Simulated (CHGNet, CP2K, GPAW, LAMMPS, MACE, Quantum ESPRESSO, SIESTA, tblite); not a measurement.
# Glassy 67P2O5-33MgO (mol %) (80 atoms) in GPAW

How do the settings of GPAW change the result for glassy 67P2O5-33MgO (mol %) (80 atoms)? A plane-wave run serves as the yardstick.

Method: the method is named at each step, in GPAW 26.7.0.

### 1. The starting structure

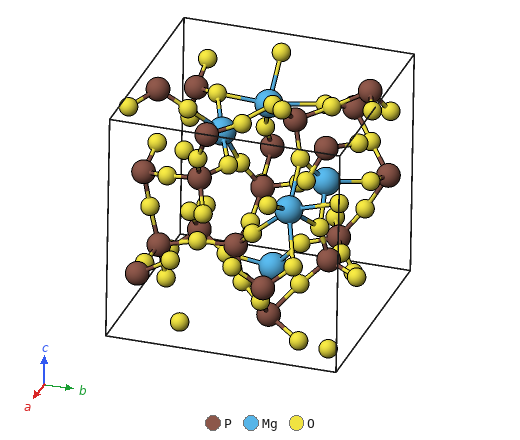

The cell as given, slightly off an axis (phosphorus brown, magnesium blue, oxygen yellow). Bonds to atoms that aren't drawn are left out. Some periodic images of atoms are drawn too.

The cell holds 80 atoms: 20 P, 5 Mg and 55 O. Its edges and angles: a = 9.726 Å, b = 9.726 Å, c = 9.726 Å, α = 90.0°, β = 90.0°, γ = 90.0°. 80 atoms (20 P, 5 Mg, 55 O) placed at random at 2.93 g/cm³, melted at 4000 K for 10 ps at fixed volume with the Morse and Coulomb pair potential with partial charges (Pedone, Malavasi, Menziani, Cormack and Segre, J. Phys. Chem. B 110, 11780 (2006)). Quenched from 4000 K to 300 K at 25 K/ps and fixed volume, held 5 ps.

The yardstick, on the same geometry:

```
method                                           : Kohn-Sham DFT, PBE, SSSP efficiency 1.3.0 pseudopotentials, plane waves (Quantum ESPRESSO 7.5); sssp-pbe-1.3.0-efficiency, cutoffs 60/480 Ry, Γ point
r.m.s. force component                           : 1.606 eV/Å
longest force                                    : 6.354 eV/Å
pressure                                         : 4.002 GPa
gap (highest filled to lowest empty level) : 1.699 eV
time                                             : 2.2 min on 4 MPI ranks of Arm Neoverse V1, shared host
CPU time                                         : 8.9 min
```

### 2. PBE, LCAO dzp, h 0.18 Å

Method: Kohn-Sham DFT, PBE, PAW, atomic orbitals (dzp).

Input file run.py:

```python
import numpy as np
from ase.io import read
from gpaw import GPAW, FermiDirac

atoms = read("structure.xyz")
atoms.calc = GPAW(
    mode="lcao",
    basis="dzp",
    h=0.18,
    xc="PBE",
    kpts={"size": (1, 1, 1), "gamma": True},
    occupations=FermiDirac(0.05),
    maxiter=200,
    symmetry={"point_group": False},
    txt="gpaw.txt",
)
energy = atoms.get_potential_energy(force_consistent=True)
forces = atoms.get_forces()
print(f"energy {energy:.6f} eV")
print("forces (eV/A)")
for i, (a, f) in enumerate(zip(atoms, forces)):
    print(f"{i:4d} {a.symbol:2s} {f[0]:10.5f} {f[1]:10.5f} {f[2]:10.5f}")
print(f"Fermi level {atoms.calc.get_fermi_level():.4f} eV")
for k in range(len(atoms.calc.get_ibz_k_points())):
    for s in range(atoms.calc.get_number_of_spins()):
        e = atoms.calc.get_eigenvalues(kpt=k, spin=s)
        n = np.searchsorted(e, atoms.calc.get_fermi_level())
        print(f"k {k} spin {s} levels about the Fermi level:", np.round(e[max(n - 6, 0):n], 4).tolist(), "|", np.round(e[n:n + 6], 4).tolist())
```

Input file structure.xyz:

```xyz
80
Lattice="9.72560 0.00000 0.00000 0.00000 9.72560 0.00000 0.00000 0.00000 9.72560" Properties=species:S:1:pos:R:3 pbc="T T T"
P 6.04971 0.85926 9.50288
P 5.45538 7.98987 2.75196
P 2.33337 7.41499 2.21530
P 9.62689 1.25013 2.97341
P 0.22544 3.88314 4.70116
P 8.99618 3.87332 9.35690
P 1.62204 9.24020 4.95899
P 2.64741 1.63594 1.73057
P 7.04610 6.00352 0.71444
P 6.55739 1.17310 2.80564
P 8.48374 8.75819 9.33006
P 1.77142 1.12506 7.61369
P 0.17059 7.30645 7.00525
P 4.70174 6.24403 8.40058
P 7.62672 3.16899 6.64959
P 5.98027 4.22519 3.02933
P 3.29056 8.93345 9.47526
P 6.44807 0.43950 5.90655
P 3.30495 4.47893 4.41639
P 9.16550 6.40567 2.97350
Mg 2.50045 4.72353 0.51711
Mg 4.21313 7.43425 5.60477
Mg 2.04568 4.28189 7.54921
Mg 4.65603 3.15041 7.34789
Mg 7.04153 6.77291 5.54729
O 3.89928 7.52042 8.83036
O 3.08331 8.96107 5.33225
O 2.48684 9.56065 8.30051
O 8.03811 5.05614 9.59606
O 2.36254 8.06573 0.74323
O 6.20804 1.38989 1.18886
O 3.83626 3.69563 5.62597
O 6.31211 2.71801 3.12610
O 8.14305 1.08226 2.72540
O 1.56310 0.81617 6.12723
O 1.23398 6.41141 7.49445
O 3.19496 5.96140 4.80707
O 0.50320 0.26308 4.04770
O 5.60292 7.64238 4.22480
O 5.25455 6.65766 6.98668
O 0.38757 1.14665 8.25772
O 5.88078 6.05107 9.36624
O 4.90073 9.54062 9.46136
O 0.68857 4.34637 9.21822
O 8.23369 6.02073 1.87821
O 1.90486 8.37053 3.44646
O 5.79665 2.05667 8.70869
O 0.79769 8.22883 5.92308
O 9.63340 2.62581 3.79862
O 2.61765 2.28085 7.94115
O 4.47261 4.35298 3.37303
O 0.75004 6.75881 2.25498
O 3.54274 1.49434 2.94170
O 9.60413 5.22751 3.93002
O 9.28522 9.24156 0.77387
O 5.17878 0.58966 6.64472
[... 20 atom lines left out ...]
O 6.06206 9.37246 2.49549
O 9.32841 8.19946 8.16581
O 6.43096 0.73127 4.39257
O 2.88802 6.00196 1.95553
```

Started as:

```bash
$ OMP_NUM_THREADS=1 python run.py > output.txt
```

What it wrote:

```text
energy -490.583053 eV
forces (eV/A)
   0 P    -1.12067   -0.99207   -0.83180
   1 P    -1.20249   -1.73349    1.20183
   2 P     0.28964   -0.05628    2.61056
   3 P     4.11675    1.87212    1.99263
   4 P     3.04784    0.83309    0.44809
   5 P    -0.63596   -3.90437    2.32020
   6 P     2.86597   -1.12033    1.47131
   7 P     5.61124    0.93692    3.08328
   8 P     2.46707    2.28229    3.67250
   9 P    -2.75527   -1.80479    0.50305
  10 P     2.27234   -1.64948    4.92836
  11 P    -6.18257   -1.76904    1.96726
  12 P    -2.03904   -2.92524   -1.58536
  13 P     2.32303    4.06038   -2.16859
  14 P     1.04888    0.66974    0.39001
  15 P     0.21521    3.44345    3.17098
  16 P     0.64209    3.14925    2.52426
  17 P    -1.39086   -0.32518    1.63070
  18 P    -1.91548    0.86929    2.63359
  19 P     0.44201    2.71603    1.84385
  20 Mg   -0.63392   -0.43607    1.71175
  21 Mg   -1.69893    0.59574   -1.28006
  22 Mg   -2.01073    0.46695   -1.56889
  23 Mg    0.41507   -1.74169   -0.52095
[...]
72 O     0.88230    0.06754    2.47542
  73 O    -1.03916    1.71790   -2.58913
  74 O     0.59386   -2.84861   -3.06555
  75 O     0.40358   -0.61965   -1.04522
  76 O     1.12101    0.83795   -1.60020
  77 O     0.33355    1.76232   -0.50242
  78 O    -0.24012    1.06579   -2.90277
  79 O     0.83176   -1.63476   -0.65661
Fermi level 4.9823 eV
k 0 spin 0 levels about the Fermi level: [3.6907, 3.7617, 3.8005, 3.9748, 4.2159, 4.2667] | [5.6824, 6.7696, 6.9218, 7.4159, 7.7638, 8.276]
```

gpaw.txt:

```text
Input parameters:
  mode=LCAO(),
  basis={'default': 'dzp'},
  h=0.18,
  kpts=MonkhorstPack(size=(1, 1, 1), gamma=True),
  maxiter=200,
  occupations=Occupations(name='fermi-dirac', width=0.05, fixmagmom=False),
  symmetry=Symmetry(point_group=False),
  xc=XC(name='PBE')
Unit cell  # Å
| periodic |        x |        y |        z |  lengths |    angles |
|----------|----------|----------|----------|----------|-----------|
|      yes | 9.725600 | 0.000000 | 0.000000 | 9.725600 | 90.000000 |
|      yes | 0.000000 | 9.725600 | 0.000000 | 9.725600 | 90.000000 |
|      yes | 0.000000 | 0.000000 | 9.725600 | 9.725600 | 90.000000 |
Number of symmetries: 1
Symmetry operations  # r_c * U_cc + t_c -> r_c
|   | kind |            matrix            |
|---|------|------------------------------|
| 0 |  E   |  1, 0, 0,  0, 1, 0,  0, 0, 1 |
BZ-sampling:
  Number of BZ points: 1
  Number of IBZ points: 1
  Monkhorst-Pack size: [1, 1, 1]
  Monkhorst-Pack shift: [0, 0, 0]
[... lines left out ...]
eigensolver:
density mixing:
  MSR1-Mixer
occupation numbers:
  Fermi-Dirac:
    width: 0.0500  # eV
FastPoissonSolver using
    Stencil: 6*3+1=19 point O(h^6) finite-difference Laplacian
xc functional:
  name: PBE with 2 nearest neighbor stencil
interpolation: tri-quintic # 5. degree polynomial
Initialization done in: 9.282 s
convergence criteria:
- Maximum [total energy] change in last 3 cyles: 0.0005 eV / valence electron
- Maximum integral of absolute [dens]ity change: 0.0001 electrons / valence electron
- Maximum integral of absolute [eigenst]ate change: 4e-08 eV^2 / valence electron
maximum number of iterations: 200
SCF iterations
|iter     |      energy | eigst |  dens |
|---------|-------------|-------|-------|
|iter:   1| -552.826361 |      c|       |
|iter:   2| -537.944639 |      c| -0.84 |
|iter:   3| -490.512683 |      c| -0.89 |
|iter:   4| -490.551055 |      c| -1.54 |
|iter:   5| -490.631312c|      c| -1.86 |
|iter:   6| -490.583975c|      c| -2.25 |
|iter:   7| -490.583513c|      c| -2.91 |
|iter:   8| -490.583060c|      c| -3.32 |
|iter:   9| -490.583054c|      c| -3.99 |
|iter:  10| -490.583052c|      c| -4.39c|
Converged in 10 steps
SCF loop duration: 92.053 s (9.205 s/step)
Energy contributions relative to reference atoms: (reference = -325553.374180)
Energy contributions:
  Kinetic:         507.866992
  Coulomb:        -351.994020
  Zero:              3.983137
  External:          0.000000
  Xc:             -650.439160
  Entropy:          -0.000003
  Spinorbit:         0.000000
  ----------------------------
  Free energy:    -490.583053
  Extrapolated:   -490.583052
dipole moment: (44.147098, -0.965676, 82.276995)  # |e|*Ang
Fermi level: 4.982
Eigenvalues  # (at kpt = [0.000, 0.000, 0.000])
| band index |      eig [eV] | occ [0-2] |
|------------|---------------|-----------|
|          0 |       -71.450 |     2.000 |
|        ... |               |           |
|        232 |         3.527 |     2.000 |
|        233 |         3.540 |     2.000 |
[...]
|        247 |         8.575 |     0.000 |
|        ... |               |           |
|        291 |        13.045 |     0.000 |
Gap: 1.416 eV
Transition (v -> c):
  (s=0, k=0, n=239, [0.00, 0.00, 0.00]) -> (s=0, k=0, n=240, [0.00, 0.00, 0.00])
No difference between direct/indirect transitions
Force computation time: 22.946  # s
timing:  # [seconds]
  Total:  124.315  # ━━━━━━━━━━━━━━━━━━━━━━━━━━━━━━━━━━━━━━━━━━━━━━━━━━━━━━━━
  Init:     9.282  # ━━━━
  SCF:     92.053  # ━━━━━━━━━━━━━━━━━━━━━━━━━━━━━━━━━━━━━━━━━╸
  Forces:  22.946  # ━━━━━━━━━━╸
```

It took 2.1 min on 1 thread of Arm Neoverse V1, shared host; peak memory 1.3 GiB.

Banners, paths, timers and routine set-up lines are dropped from the logs unmarked, and long logs keep their key lines alone; longer cuts are marked.

Compared with the plane-wave run:

```
r.m.s. force component                           : 1.862 eV/Å
r.m.s. difference of force components            : 474.6 meV/Å
longest difference of force vectors              : 1592 meV/Å
force difference over r.m.s. force               : 29.55 %
slope of forces against the reference's          : 1.128
correlation of force components                  : 0.9733
gap (highest filled to lowest empty level) : 1.416 eV
gap difference                                   : -0.283 eV
```

This run lies far from the reference in forces at the same functional. Basis and potentials both differ; the latter hold 480 valence electrons against the reference's 440.

Length of the force difference by element (eV/Å):

| element | atoms | mean | most |
| --- | --- | --- | --- |
| Mg | 5 | 0.15 | 0.18 |
| O | 55 | 0.87 | 1.6 |
| P | 20 | 0.37 | 0.63 |

Levels nearest the highest filled one (eV from it): -0.58, -0.51, -0.47, -0.29, -0.05, 0.00, 1.42, 2.50, 2.66, 3.15, 3.50, 4.01.

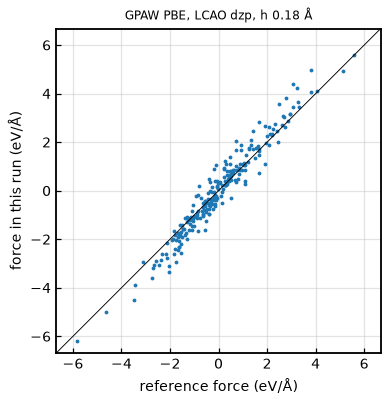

Force components against those of the reference; the line marks equality.

A closer look about P12, which bears the longest force: 12 atoms, nearest first, numbered in the order of the input, with positions taken from that point.

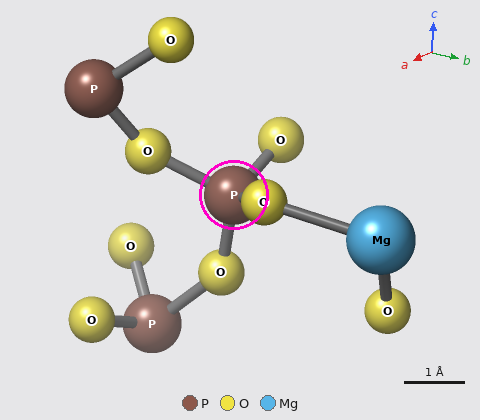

The atoms of the table, within 3.3 Å (arrows a, b, c point along x, y, z); some may hide others; the central atom is ringed.

| atom | x | y | z | distance (Å) | Fx | Fy | Fz (eV/Å) |
| --- | --- | --- | --- | --- | --- | --- | --- |
| P12 | 0.00 | 0.00 | 0.00 | 0.00 | -6.18 | -1.77 | 1.97 |
| O50 | 0.85 | 1.16 | 0.33 | 1.47 | 4.23 | 4.96 | 0.16 |
| O41 | -1.38 | 0.02 | 0.64 | 1.53 | 0.72 | 0.25 | -0.31 |
| O35 | -0.21 | -0.31 | -1.49 | 1.53 | -0.31 | 0.21 | -3.58 |
| O28 | 0.72 | -1.29 | 0.69 | 1.63 | 1.34 | -3.17 | -0.97 |
| P17 | 1.52 | -1.92 | 1.86 | 3.07 | 0.64 | 3.15 | 2.52 |
| P7 | -0.15 | -1.61 | -2.65 | 3.11 | 2.87 | -1.12 | 1.47 |
| Mg23 | 0.27 | 3.16 | -0.06 | 3.17 | -2.01 | 0.47 | -1.57 |
| O75 | 1.20 | -0.62 | 2.92 | 3.21 | 0.59 | -2.85 | -3.07 |
| O27 | 1.31 | -1.89 | -2.28 | 3.24 | 0.88 | 0.25 | 0.36 |
| O73 | -0.73 | 2.71 | -1.66 | 3.26 | 0.88 | 0.07 | 2.48 |
| O48 | -0.97 | -2.62 | -1.69 | 3.27 | -0.69 | 1.13 | -1.86 |

Atoms are counted from 1 here, from 0 in the log.

Forces lie 30 % from the reference's, at 0.23 times its CPU time (on 1 against 4 cores).

### 3. PBE, LCAO sz(dzp), h 0.18 Å

Method: Kohn-Sham DFT, PBE, PAW, atomic orbitals (sz(dzp)).

run.py, as its differences from that of step 2:

```diff
@@ -7,3 +7,3 @@
     mode="lcao",
-    basis="dzp",
+    basis="sz(dzp)",
     h=0.18,
```

structure.xyz is that of step 2.

What it wrote:

```text
energy -275.804906 eV
forces (eV/A)
   0 P    -0.70898   -2.68350   -0.99535
   1 P    -0.28137   -1.20841    0.67111
   2 P    -0.61130    1.62337    3.95916
   3 P     2.75369    0.82834   -0.71253
   4 P     2.27038    1.21587   -1.67738
   5 P    -1.75484   -3.30895    0.57307
   6 P     0.79870    0.21463   -0.41150
   7 P     3.17547    0.87857    2.11497
   8 P     1.95294    2.48599    3.46418
   9 P    -4.44216   -1.70768    0.55560
  10 P     2.02693   -1.24327    1.47057
  11 P    -4.17390   -2.87886    1.00548
  12 P    -2.88267   -0.29087   -2.00224
  13 P     2.93736    4.01637   -1.68923
  14 P     2.67045   -0.28878    0.51333
  15 P    -0.51366    1.35761    2.04382
  16 P     2.23750    2.45825    3.05919
  17 P    -0.11891    0.21237   -0.59890
  18 P    -1.87620   -0.17616    0.64239
  19 P     1.31532    0.82655    1.70991
  20 Mg   -0.39117   -0.87058    1.73729
  21 Mg   -1.60085    0.72985   -1.33515
  22 Mg   -2.17425    0.51284   -1.17831
  23 Mg    0.23691   -1.84538   -0.16874
[...]
72 O     4.56204   -0.00612    8.17683
  73 O    -1.44997    2.06570   -3.40633
  74 O     1.06668   -4.60815   -4.79238
  75 O     1.40684   -2.64187   -2.76453
  76 O     1.86340    1.46880   -2.72190
  77 O     1.09590    1.88331   -1.23614
  78 O    -0.12337    1.39211   -4.03696
  79 O     2.82317   -7.07533   -2.05588
Fermi level 5.9122 eV
k 0 spin 0 levels about the Fermi level: [5.1166, 5.1607, 5.2585, 5.3874, 5.6174, 5.6312] | [6.1647, 7.5196, 7.7206, 8.2433, 8.706, 9.0308]
```

gpaw.txt:

```text
Input parameters:
  mode=LCAO(),
  basis={'default': 'sz(dzp)'},
  h=0.18,
  kpts=MonkhorstPack(size=(1, 1, 1), gamma=True),
  maxiter=200,
  occupations=Occupations(name='fermi-dirac', width=0.05, fixmagmom=False),
  symmetry=Symmetry(point_group=False),
  xc=XC(name='PBE')
Unit cell  # Å
| periodic |        x |        y |        z |  lengths |    angles |
[... lines left out ...]
  Fermi-Dirac:
[... lines left out ...]
convergence criteria:
- Maximum [total energy] change in last 3 cyles: 0.0005 eV / valence electron
[... lines left out ...]
Converged in 12 steps
[... lines left out ...]
  Free energy:    -275.804906
  Extrapolated:   -275.800819
dipole moment: (44.846101, -2.749899, 82.448570)  # |e|*Ang
Fermi level: 5.912
Eigenvalues  # (at kpt = [0.000, 0.000, 0.000])
| band index |      eig [eV] | occ [0-2] |
|------------|---------------|-----------|
|          0 |       -70.504 |     2.000 |
|        ... |               |           |
|        232 |         4.854 |     2.000 |
|        233 |         4.961 |     2.000 |
[...]
|        247 |         9.617 |     0.000 |
|        ... |               |           |
|        291 |        15.080 |     0.000 |
Gap: 0.534 eV
Transition (v -> c):
  (s=0, k=0, n=239, [0.00, 0.00, 0.00]) -> (s=0, k=0, n=240, [0.00, 0.00, 0.00])
No difference between direct/indirect transitions
Force computation time: 5.566  # s
timing:  # [seconds]
  Total:  50.280  # ━━━━━━━━━━━━━━━━━━━━━━━━━━━━━━━━━━━━━━━━━━━━━━━━━━━━━━━━━
  Init:    7.119  # ━━━━━━━━
  SCF:    37.563  # ━━━━━━━━━━━━━━━━━━━━━━━━━━━━━━━━━━━━━━━━━━╸
  Forces:  5.566  # ━━━━━━╸
```

It took 52 s on 1 thread; peak memory 1 GiB.

Compared with the plane-wave run:

- r.m.s. force component: 3.465 eV/Å
- r.m.s. difference of force components: 2794 meV/Å
- longest difference of force vectors: 9254 meV/Å
- force difference over r.m.s. force: 174 %
- slope of forces against the reference's: 1.313
- correlation of force components: 0.6088
- gap (highest filled to lowest empty level): 0.5335 eV
- gap difference: -1.165 eV

This is a coarse setting, run to see what it loses.

Against the first run (30 %), the force difference from the reference is 174 %, at 0.41 times the CPU time, with 340 basis functions against 1070: the smaller basis costs accuracy.

### 4. PBE, LCAO szp(dzp), h 0.18 Å

Method: Kohn-Sham DFT, PBE, PAW, atomic orbitals (szp(dzp)).

run.py, as its differences from that of step 3:

```diff
@@ -7,3 +7,3 @@
     mode="lcao",
-    basis="sz(dzp)",
+    basis="szp(dzp)",
     h=0.18,
```

structure.xyz is that of step 3.

What it wrote:

```text
energy -443.322006 eV
forces (eV/A)
   0 P    -1.71586   -0.41106   -1.43758
   1 P    -1.60504   -2.21096    1.39503
   2 P     0.65265   -0.63662    3.02669
   3 P     4.08856    1.80572    1.59572
   4 P     4.17166    1.02691    1.07453
   5 P     0.18056   -4.84964    3.84272
   6 P     3.99474   -1.38803    1.52609
   7 P     7.52600    1.40860    3.54666
   8 P     2.73869    2.64873    3.66850
   9 P    -3.74266   -2.07603    0.92028
  10 P     3.05823   -1.68291    6.30521
  11 P    -7.48393   -0.86304    2.39649
  12 P    -1.94500   -4.31738   -1.87630
  13 P     1.89726    3.64173   -2.90942
  14 P     0.14055    1.08134    0.29782
  15 P     1.09902    4.59956    3.49859
  16 P     0.63111    3.44933    2.69015
  17 P    -1.78160   -1.61140    2.37925
  18 P    -2.54400    1.20949    3.69400
  19 P    -0.10609    3.73501    2.23229
  20 Mg   -0.69417   -0.37805    1.95717
  21 Mg   -1.89612    0.60674   -1.32203
  22 Mg   -2.27232    0.27656   -1.53778
  23 Mg    0.60445   -1.89469   -0.57915
[...]
72 O     0.66193    0.00621    2.46850
  73 O    -1.46251    1.94852   -2.85502
  74 O     0.47131   -3.08117   -3.33649
  75 O     0.51493   -0.59752   -1.03555
  76 O     1.22583    0.81683   -1.64894
  77 O     0.37810    1.96222   -0.70562
  78 O    -0.16564    1.25559   -3.25248
  79 O     0.84074   -1.69064   -0.63202
Fermi level 5.1976 eV
k 0 spin 0 levels about the Fermi level: [4.038, 4.0969, 4.2804, 4.4958, 4.7304, 4.7935] | [5.589, 6.8175, 6.9893, 7.619, 7.9338, 8.4475]
```

gpaw.txt:

```text
Input parameters:
  mode=LCAO(),
  basis={'default': 'szp(dzp)'},
  h=0.18,
  kpts=MonkhorstPack(size=(1, 1, 1), gamma=True),
  maxiter=200,
  occupations=Occupations(name='fermi-dirac', width=0.05, fixmagmom=False),
  symmetry=Symmetry(point_group=False),
  xc=XC(name='PBE')
Unit cell  # Å
| periodic |        x |        y |        z |  lengths |    angles |
[... lines left out ...]
  Fermi-Dirac:
[... lines left out ...]
convergence criteria:
- Maximum [total energy] change in last 3 cyles: 0.0005 eV / valence electron
[... lines left out ...]
Converged in 10 steps
[... lines left out ...]
  Free energy:    -443.322006
  Extrapolated:   -443.321644
dipole moment: (44.515941, -0.978095, 82.660820)  # |e|*Ang
Fermi level: 5.198
Eigenvalues  # (at kpt = [0.000, 0.000, 0.000])
| band index |      eig [eV] | occ [0-2] |
|------------|---------------|-----------|
|          0 |       -72.031 |     2.000 |
|        ... |               |           |
|        232 |         3.890 |     2.000 |
|        233 |         4.003 |     2.000 |
[...]
|        247 |         8.757 |     0.000 |
|        ... |               |           |
|        291 |        13.446 |     0.000 |
Gap: 0.795 eV
Transition (v -> c):
  (s=0, k=0, n=239, [0.00, 0.00, 0.00]) -> (s=0, k=0, n=240, [0.00, 0.00, 0.00])
No difference between direct/indirect transitions
Force computation time: 15.700  # s
timing:  # [seconds]
  Total:  93.410  # ━━━━━━━━━━━━━━━━━━━━━━━━━━━━━━━━━━━━━━━━━━━━━━━━━━━━━━━━━
  Init:    8.510  # ━━━━━
  SCF:    69.167  # ━━━━━━━━━━━━━━━━━━━━━━━━━━━━━━━━━━━━━━━━━━
  Forces: 15.700  # ━━━━━━━━━╸
```

It took 95 s on 1 thread; peak memory 1.2 GiB.

Compared with the plane-wave run:

```
r.m.s. force component                           : 2.101 eV/Å
r.m.s. difference of force components            : 650.4 meV/Å
longest difference of force vectors              : 2267 meV/Å
force difference over r.m.s. force               : 40.5 %
slope of forces against the reference's          : 1.274
correlation of force components                  : 0.9736
gap (highest filled to lowest empty level) : 0.7955 eV
gap difference                                   : -0.9032 eV
```

This is a coarse setting, run to see what it loses.

Against the first run (30 %), the force difference from the reference is 40 %, at 0.75 times the CPU time, with 730 basis functions against 1070: the smaller basis costs accuracy.

[end of part 1 of 2]

[Also dropped from logs without a mark: logging warnings of Python, and SIESTA's first energy breakdown and zero terms.]

[Logs are printed without paths, hosts, clocks, repeated set-up lines and the standing remarks that a program may print on its own settings, such as how far it seeks lower states.]

[Hosts, paths, dates, database ids (printed as entryN), source tags and the programs' standing remarks are cut or masked in the printed files.]
